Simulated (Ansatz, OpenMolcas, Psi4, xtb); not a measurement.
**C2H6Si (SMILES C=C[SiH3]): the vertical ionisation energy, rung by rung**

C2H6Si: 9 atoms, total charge 0, spin state singlet. SMILES: `C=C[SiH3]`. The shape is that of a PBE0-D4/def2-TZVP optimisation.

Quantity: the vertical ionisation energy (to the doublet cation), in eV. The values are calculated.

```tsv
level	kind	program	value (eV)	CPU time (all runs)
GFN1-xTB	semi-empirical	xtb	15.09	under 2 s
PBE/6-311+G**	GGA	Ansatz	10.05	12 s
TPSS/6-311+G**	meta-GGA	OpenMolcas	10.02	3.5 min
M06-2X/6-311+G**	hybrid meta-GGA	OpenMolcas	10.28	3.1 min
HSE06/6-311+G**	range-separated hybrid	Ansatz	10.15	15 s
wB97X/6-311+G**	range-separated hybrid	Ansatz	10.28	50 s
B2PLYP/6-311+G**	double hybrid	Ansatz	10.26	20 s
RPA@PBE/6-311+G**	RPA	Ansatz	10.25	23 s
OMP2/6-311+G** (density fitting for correlation)	perturbation theory	Psi4	10.43	81 s
CCSD/6-311+G**	coupled cluster or CI	Ansatz	10.23	50 s
```

The values span 10.02 to 15.09 eV. The xTB values lack the empirical shift that such differences need. The second state's dipole differs much between rows, so they may not all be the same state. CPU times are rough (shared hosts, several kinds of processor and program).

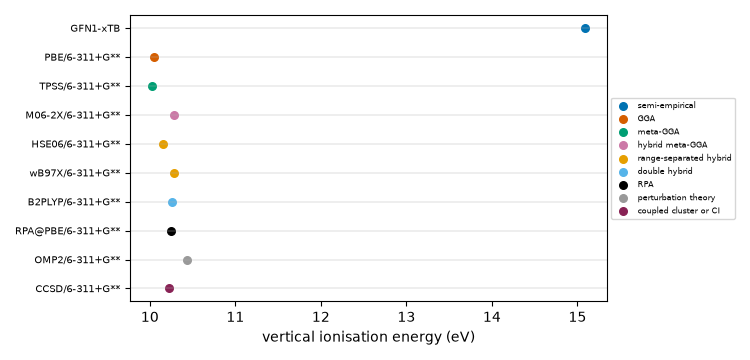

The values of the table, level by level.
